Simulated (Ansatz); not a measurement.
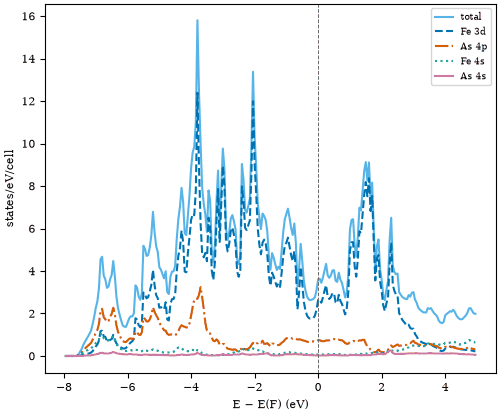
*Total and projected density of states of Fe2As in space group P4/nmm (No. 129; Fe on 2a, Fe on 2c, As on 2c), DFT-r²SCAN in the program Ansatz with PAW potentials*

**Question.** Which orbitals carry the states next to the Fermi level?

**Answer.** Within 0.5 eV of the Fermi level: Fe 3d 72 %, As 4p 21 %. Projections are on Löwdin-orthogonalised atomic valence shells; empty p or d shells of many metals are not among them.

**Question.** Where is the tallest occupied peak in this window, and what makes it?

**Answer.** Near -3.8 eV, about 16 states/eV per cell; the largest projected share is Fe 3d.

The workflow started from an entry of the Crystallography Open Database (COD). Its standing as an ambient phase is unchecked. Symmetry was held in the r²SCAN relaxation; its stability against distortions is not shown here. The final state is ferromagnetic, the only order run, not a proven ground state. Other orbital occupations within this spin state were not tried. Scalar-relativistic: spin–orbit coupling is off unless named, which matters more the heavier the elements.

Potentials: the later of the program's two PAW sets.
